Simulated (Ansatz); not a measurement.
Molecular dynamics of GeHCl₄F (part 4 of 4)

Continued. System: GeHCl₄F. Method: RKS B3LYP/def2-SVP (Ansatz 0.2.0). It belongs to a series of runs on one base structure; here: dynamics from the highest image of the converged band.

Geometry of the input (Å):
```
Ge -0.2846  0.0000  -0.1140
Cl 0.0472  -0.0001  2.4736
Cl 1.8834  0.0001  -0.2822
Cl -0.8252  1.8408  -1.0798
Cl -0.8252  -1.8409  -1.0797
F  -1.9512  0.0000  0.8727
H  -1.3263  -0.0000  1.9432
```

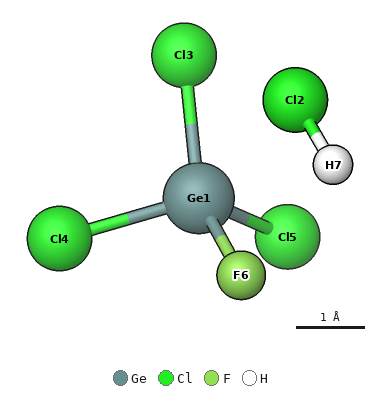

Fig. 1: The geometry at step 163 of the log (ball-and-stick view, seen at a tilt; atoms are numbered from 1 in the order of the input).

**Trajectory as extended XYZ, continued**
```
7
Properties=species:S:1:pos:R:3:forces:R:3 step=125 time_fs=62.5 energy=-109323.27209 temperature=495.4
Ge   -0.3889    0.0197   -0.1634    0.7993   0.0143  -1.3088
Cl    0.1695   -0.0468    2.6317    0.4318  -0.0175   0.5376
Cl    1.7939   -0.0127   -0.2264   -0.0776   0.1256   0.4508
Cl   -0.7855    1.8794   -1.1502    0.0253   0.2302  -0.2949
Cl   -0.7536   -1.8689   -1.0847   -0.1065  -0.4213  -0.4156
F    -1.8360    0.0234    0.7445   -0.9405   0.0541   1.0983
H    -1.0497   -0.1339    3.0472   -0.1318   0.0147  -0.0673
7
Properties=species:S:1:pos:R:3:forces:R:3 step=129 time_fs=64.5 energy=-109323.27746 temperature=504.2
Ge   -0.3908    0.0192   -0.1708    0.6077   0.0067  -1.2162
Cl    0.1774   -0.0480    2.6467    1.2817   0.0484   0.1863
Cl    1.7881   -0.0109   -0.2201   -0.0407   0.1193   0.4585
Cl   -0.7844    1.8812   -1.1533    0.0226   0.2280  -0.3102
Cl   -0.7530   -1.8729   -1.0886   -0.1092  -0.3862  -0.4002
F    -1.8384    0.0286    0.7436   -0.7627   0.0360   1.0321
H    -0.9987   -0.1413    3.0990   -0.9994  -0.0523   0.2497
7
Properties=species:S:1:pos:R:3:forces:R:3 step=132 time_fs=66.0 energy=-109323.29875 temperature=537.0
Ge   -0.3921    0.0188   -0.1768    0.4163  -0.0001  -1.1047
Cl    0.1842   -0.0489    2.6582    1.1286   0.0397   0.1995
Cl    1.7837   -0.0094   -0.2151   -0.0094   0.1141   0.4623
Cl   -0.7836    1.8828   -1.1559    0.0195   0.2226  -0.3197
Cl   -0.7526   -1.8761   -1.0918   -0.1116  -0.3536  -0.3860
F    -1.8412    0.0325    0.7442   -0.5873   0.0215   0.9400
H    -0.9829   -0.1480    3.1430   -0.8562  -0.0441   0.2086
7
Properties=species:S:1:pos:R:3:forces:R:3 step=136 time_fs=68.0 energy=-109323.33331 temperature=590.1
Ge   -0.3935    0.0183   -0.1853    0.1192  -0.0096  -0.9155
Cl    0.1942   -0.0501    2.6737    0.1444  -0.0454   0.5777
Cl    1.7779   -0.0074   -0.2080    0.0352   0.1067   0.4646
Cl   -0.7826    1.8850   -1.1596    0.0140   0.2106  -0.3299
Cl   -0.7522   -1.8807   -1.0964   -0.1149  -0.3033  -0.3641
F    -1.8461    0.0378    0.7468   -0.3140   0.0007   0.7760
H    -0.9865   -0.1580    3.2071    0.1160   0.0402  -0.2088
7
Properties=species:S:1:pos:R:3:forces:R:3 step=139 time_fs=69.5 energy=-109323.33874 temperature=598.8
Ge   -0.3945    0.0179   -0.1920   -0.1187  -0.0163  -0.7619
Cl    0.2019   -0.0510    2.6857   -0.4421  -0.1019   0.8307
Cl    1.7735   -0.0058   -0.2024    0.0680   0.1008   0.4645
Cl   -0.7817    1.8868   -1.1626    0.0091   0.1980  -0.3354
Cl   -0.7519   -1.8844   -1.1002   -0.1172  -0.2610  -0.3456
F    -1.8501    0.0417    0.7498   -0.0907  -0.0159   0.6360
H    -0.9889   -0.1647    3.2510    0.6915   0.0961  -0.4882
7
Properties=species:S:1:pos:R:3:forces:R:3 step=142 time_fs=71.0 energy=-109323.34962 temperature=615.8
Ge   -0.3956    0.0176   -0.1989   -0.3553  -0.0222  -0.6119
Cl    0.2094   -0.0520    2.6982   -0.5800  -0.1177   0.8879
Cl    1.7691   -0.0041   -0.1964    0.0977   0.0947   0.4625
Cl   -0.7809    1.8887   -1.1659    0.0037   0.1824  -0.3390
Cl   -0.7517   -1.8883   -1.1041   -0.1193  -0.2154  -0.3255
F    -1.8543    0.0457    0.7535    0.1378  -0.0332   0.4922
H    -0.9770   -0.1693    3.2846    0.8154   0.1113  -0.5663
7
Properties=species:S:1:pos:R:3:forces:R:3 step=146 time_fs=73.0 energy=-109323.38419 temperature=668.9
Ge   -0.3972    0.0170   -0.2085   -0.6502  -0.0286  -0.4279
Cl    0.2188   -0.0534    2.7156   -0.0309  -0.0639   0.5971
Cl    1.7635   -0.0018   -0.1880    0.1300   0.0862   0.4572
Cl   -0.7798    1.8915   -1.1705   -0.0043   0.1574  -0.3410
Cl   -0.7516   -1.8936   -1.1097   -0.1217  -0.1508  -0.2969
F    -1.8595    0.0509    0.7593    0.4335  -0.0570   0.3057
H    -0.9362   -0.1721    3.3117    0.2435   0.0567  -0.2941
7
Properties=species:S:1:pos:R:3:forces:R:3 step=149 time_fs=74.5 energy=-109323.39453 temperature=684.9
Ge   -0.3987    0.0167   -0.2157   -0.8456  -0.0323  -0.3022
Cl    0.2258   -0.0545    2.7292    0.7156   0.0145   0.1890
Cl    1.7593    0.0000   -0.1814    0.1479   0.0797   0.4517
Cl   -0.7790    1.8937   -1.1742   -0.0106   0.1362  -0.3412
Cl   -0.7516   -1.8978   -1.1141   -0.1233  -0.1007  -0.2752
F    -1.8630    0.0547    0.7641    0.6371  -0.0749   0.1739
H    -0.8984   -0.1726    3.3241   -0.5211  -0.0224   0.1040
7
Properties=species:S:1:pos:R:3:forces:R:3 step=153 time_fs=76.5 energy=-109323.39528 temperature=686.5
Ge   -0.4010    0.0161   -0.2256   -1.0613  -0.0360  -0.1452
Cl    0.2359   -0.0559    2.7474    1.2259   0.0717  -0.1212
Cl    1.7539    0.0025   -0.1722    0.1629   0.0708   0.4427
Cl   -0.7779    1.8967   -1.1795   -0.0193   0.1057  -0.3407
Cl   -0.7517   -1.9033   -1.1202   -0.1249  -0.0336  -0.2473
F    -1.8663    0.0597    0.7707    0.8702  -0.0981   0.0116
H    -0.8671   -0.1743    3.3450   -1.0535  -0.0805   0.4001
7
Properties=species:S:1:pos:R:3:forces:R:3 step=156 time_fs=78.0 energy=-109323.41807 temperature=721.4
Ge   -0.4031    0.0157   -0.2331   -1.1842  -0.0378  -0.0347
Cl    0.2443   -0.0569    2.7610    0.7769   0.0255   0.0918
Cl    1.7499    0.0044   -0.1650    0.1668   0.0641   0.4348
Cl   -0.7771    1.8991   -1.1837   -0.0259   0.0817  -0.3403
Cl   -0.7519   -1.9076   -1.1250   -0.1258   0.0160  -0.2279
F    -1.8677    0.0632    0.7757    1.0110  -0.1145  -0.0979
H    -0.8681   -0.1773    3.3697   -0.6188  -0.0349   0.1742
7
Properties=species:S:1:pos:R:3:forces:R:3 step=159 time_fs=79.5 energy=-109323.43445 temperature=746.6
Ge   -0.4055    0.0153   -0.2405   -1.2709  -0.0388   0.0638
Cl    0.2531   -0.0580    2.7747    0.0028  -0.0564   0.4861
Cl    1.7461    0.0064   -0.1574    0.1631   0.0574   0.4257
Cl   -0.7763    1.9015   -1.1881   -0.0325   0.0568  -0.3398
Cl   -0.7522   -1.9118   -1.1299   -0.1266   0.0646  -0.2096
F    -1.8680    0.0667    0.7807    1.1220  -0.1299  -0.1931
H    -0.8819   -0.1811    3.3978    0.1421   0.0464  -0.2331
7
Properties=species:S:1:pos:R:3:forces:R:3 step=163 time_fs=81.5 energy=-109323.43594 temperature=749.4
Ge   -0.4093    0.0147   -0.2504   -1.3270  -0.0384   0.1647
Cl    0.2649   -0.0594    2.7934   -0.6484  -0.1240   0.8060
Cl    1.7411    0.0091   -0.1470    0.1438   0.0483   0.4113
Cl   -0.7753    1.9048   -1.1944   -0.0415   0.0221  -0.3384
Cl   -0.7526   -1.9173   -1.1367   -0.1276   0.1275  -0.1868
F    -1.8663    0.0711    0.7868    1.2259  -0.1488  -0.2912
H    -0.8938   -0.1843    3.4266    0.7749   0.1131  -0.5656
7
Properties=species:S:1:pos:R:3:forces:R:3 step=166 time_fs=83.0 energy=-109323.45388 temperature=777.1
Ge   -0.4127    0.0142   -0.2578   -1.3233  -0.0368   0.2126
Cl    0.2733   -0.0605    2.8080   -0.5980  -0.1159   0.7540
Cl    1.7374    0.0111   -0.1389    0.1179   0.0415   0.3981
Cl   -0.7746    1.9072   -1.1993   -0.0483  -0.0049  -0.3367
Cl   -0.7531   -1.9214   -1.1419   -0.1286   0.1731  -0.1707
F    -1.8634    0.0742    0.7911    1.2715  -0.1614  -0.3400
H    -0.8852   -0.1841    3.4350    0.7088   0.1044  -0.5174
7
Properties=species:S:1:pos:R:3:forces:R:3 step=169 time_fs=84.5 energy=-109323.48360 temperature=822.7
Ge   -0.4164    0.0137   -0.2651   -1.2808  -0.0341   0.2373
Cl    0.2813   -0.0618    2.8231   -0.0906  -0.0597   0.4616
Cl    1.7339    0.0131   -0.1306    0.0826   0.0346   0.3828
Cl   -0.7738    1.9097   -1.2044   -0.0553  -0.0325  -0.3347
Cl   -0.7536   -1.9253   -1.1472   -0.1297   0.2167  -0.1556
F    -1.8591    0.0771    0.7950    1.2894  -0.1726  -0.3669
H    -0.8620   -0.1818    3.4326    0.1845   0.0476  -0.2245
7
Properties=species:S:1:pos:R:3:forces:R:3 step=173 time_fs=86.5 energy=-109323.50060 temperature=849.3
Ge   -0.4220    0.0131   -0.2748   -1.1669  -0.0293   0.2404
Cl    0.2921   -0.0634    2.8435    0.8665   0.0407  -0.0567
Cl    1.7292    0.0159   -0.1191    0.0236   0.0255   0.3595
Cl   -0.7730    1.9129   -1.2115   -0.0647  -0.0698  -0.3318
Cl   -0.7544   -1.9304   -1.1544   -0.1318   0.2713  -0.1376
F    -1.8510    0.0806    0.7995    1.2683  -0.1848  -0.3707
H    -0.8283   -0.1773    3.4237   -0.7950  -0.0536   0.2969
7
Properties=species:S:1:pos:R:3:forces:R:3 step=176 time_fs=88.0 energy=-109323.51545 temperature=872.5
Ge   -0.4266    0.0126   -0.2819   -1.0410  -0.0249   0.2262
Cl    0.3007   -0.0647    2.8588    1.0805   0.0613  -0.1699
Cl    1.7257    0.0180   -0.1102   -0.0274   0.0187   0.3403
Cl   -0.7723    1.9153   -1.2171   -0.0719  -0.0976  -0.3300
Cl   -0.7551   -1.9340   -1.1599   -0.1337   0.3089  -0.1264
F    -1.8432    0.0831    0.8024    1.2173  -0.1916  -0.3515
H    -0.8202   -0.1751    3.4230   -1.0238  -0.0748   0.4114
7
Properties=species:S:1:pos:R:3:forces:R:3 step=180 time_fs=90.0 energy=-109323.56239 temperature=944.6
Ge   -0.4332    0.0119   -0.2914   -0.8232  -0.0184   0.1859
Cl    0.3131   -0.0662    2.8792    0.2896  -0.0149   0.2084
Cl    1.7210    0.0208   -0.0980   -0.1018   0.0097   0.3125
Cl   -0.7716    1.9184   -1.2248   -0.0818  -0.1341  -0.3282
Cl   -0.7562   -1.9385   -1.1673   -0.1370   0.3541  -0.1144
F    -1.8308    0.0860    0.8057    1.1029  -0.1970  -0.2968
H    -0.8402   -0.1742    3.4341   -0.2488   0.0007   0.0328
7
Properties=species:S:1:pos:R:3:forces:R:3 step=183 time_fs=91.5 energy=-109323.58053 temperature=972.8
Ge   -0.4385    0.0114   -0.2984   -0.6255  -0.0131   0.1347
Cl    0.3227   -0.0675    2.8945   -0.4667  -0.0817   0.5463
Cl    1.7175    0.0229   -0.0887   -0.1614   0.0030   0.2900
Cl   -0.7711    1.9206   -1.2309   -0.0895  -0.1611  -0.3270
Cl   -0.7571   -1.9417   -1.1730   -0.1401   0.3844  -0.1074
F    -1.8199    0.0879    0.8077    0.9859  -0.1984  -0.2317
H    -0.8634   -0.1738    3.4442    0.4973   0.0668  -0.3049
7
Properties=species:S:1:pos:R:3:forces:R:3 step=186 time_fs=93.0 energy=-109323.59092 temperature=989.2
Ge   -0.4439    0.0109   -0.3054   -0.4015  -0.0074   0.0613
Cl    0.3320   -0.0687    2.9102   -0.8582  -0.1112   0.6984
Cl    1.7138    0.0251   -0.0792   -0.2232  -0.0036   0.2658
Cl   -0.7706    1.9227   -1.2371   -0.0975  -0.1879  -0.3256
Cl   -0.7580   -1.9446   -1.1788   -0.1438   0.4117  -0.1018
F    -1.8080    0.0896    0.8095    0.8458  -0.1974  -0.1438
H    -0.8764   -0.1719    3.4481    0.8784   0.0958  -0.4543
7
Properties=species:S:1:pos:R:3:forces:R:3 step=190 time_fs=95.0 energy=-109323.62841 temperature=1046.9
Ge   -0.4513    0.0102   -0.3146   -0.0692   0.0008  -0.0708
Cl    0.3436   -0.0705    2.9318   -0.6011  -0.0833   0.5569
Cl    1.7087    0.0279   -0.0662   -0.3070  -0.0124   0.2304
Cl   -0.7701    1.9254   -1.2458   -0.1089  -0.2232  -0.3232
Cl   -0.7595   -1.9480   -1.1865   -0.1496   0.4434  -0.0964
F    -1.7906    0.0915    0.8116    0.6296  -0.1926   0.0080
H    -0.8658   -0.1664    3.4388    0.6063   0.0673  -0.3051
7
Properties=species:S:1:pos:R:3:forces:R:3 step=193 time_fs=96.5 energy=-109323.65457 temperature=1087.1
Ge   -0.4569    0.0097   -0.3216    0.1970   0.0073  -0.1901
Cl    0.3518   -0.0719    2.9484    0.0983  -0.0268   0.2607
Cl    1.7046    0.0300   -0.0563   -0.3684  -0.0189   0.2019
Cl   -0.7698    1.9272   -1.2525   -0.1180  -0.2491  -0.3210
Cl   -0.7607   -1.9503   -1.1924   -0.1547   0.4634  -0.0938
F    -1.7767    0.0926    0.8132    0.4506  -0.1865   0.1435
H    -0.8424   -0.1606    3.4239   -0.1048   0.0105  -0.0012
7
Properties=species:S:1:pos:R:3:forces:R:3 step=197 time_fs=98.5 energy=-109323.65928 temperature=1094.9
Ge   -0.4643    0.0090   -0.3310    0.5587   0.0167  -0.3604
Cl    0.3631   -0.0737    2.9707    0.9750   0.0328  -0.0642
Cl    1.6988    0.0328   -0.0430   -0.4447  -0.0273   0.1620
Cl   -0.7695    1.9294   -1.2618   -0.1309  -0.2824  -0.3180
Cl   -0.7624   -1.9529   -1.2004   -0.1624   0.4849  -0.0929
F    -1.7573    0.0938    0.8156    0.1996  -0.1752   0.3402
H    -0.8176   -0.1526    3.4051   -0.9953  -0.0495   0.3332
7
Properties=species:S:1:pos:R:3:forces:R:3 step=200 time_fs=100.0 energy=-109323.67515 temperature=1119.4
Ge   -0.4696    0.0085   -0.3382    0.8224   0.0247  -0.4839
Cl    0.3721   -0.0751    2.9875    0.8443   0.0203  -0.0002
Cl    1.6942    0.0349   -0.0328   -0.4955  -0.0334   0.1312
Cl   -0.7694    1.9309   -1.2689   -0.1412  -0.3062  -0.3157
Cl   -0.7638   -1.9546   -1.2064   -0.1689   0.4968  -0.0944
F    -1.7425    0.0945    0.8178    0.0112  -0.1650   0.4885
H    -0.8212   -0.1476    3.3983   -0.8724  -0.0373   0.2745
```

**Summary**

- outcome: finished
- mean temperature over the second half: 700 K
- trajectory: 200 steps, 100 fs
- ensemble: nve
- temperature in the input: 100.0 K
- time step: 0.5 fs
- potential energy (last step): −109323.6754 eV
- mean-field energy (last step): −109323.6754 eV
- largest force (length of the vector) (last step): 0.955 eV/Å
- hardware: 4 threads of Arm Neoverse V1, 24 GiB of memory available, shared host
- wall time: 8.4 min (CPU time 32 min)
- peak memory: 0.37 GiB

**Notes**

So short a trajectory is not equilibrated.
